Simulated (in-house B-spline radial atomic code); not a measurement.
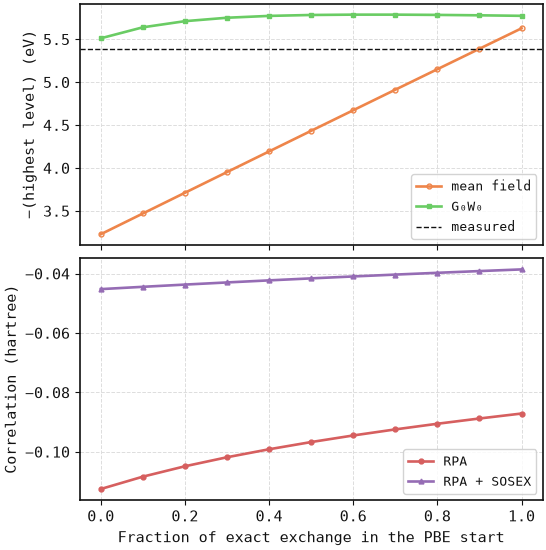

G₀W₀ and RPA for Li I ([He] 2s) as exact exchange is mixed into the PBE start. All-electron spherical atom, non-relativistic, no spin-orbit coupling, Breit or QED terms; computed with a B-spline radial code.

Question: Where does the G₀W₀ correction vanish, and how does the correlation energy move?

Answer: The mean-field binding energy of 2s↑ runs from 3.23 eV at fraction 0 to 5.63 eV at 1, the G₀W₀ value only from 5.51 to 5.77 eV. The two curves don't cross in this range. The measured removal energy is 5.39 eV. The RPA correlation energy goes from −0.1126 to −0.08714 hartree, and with SOSEX from −0.04525 to −0.03861.
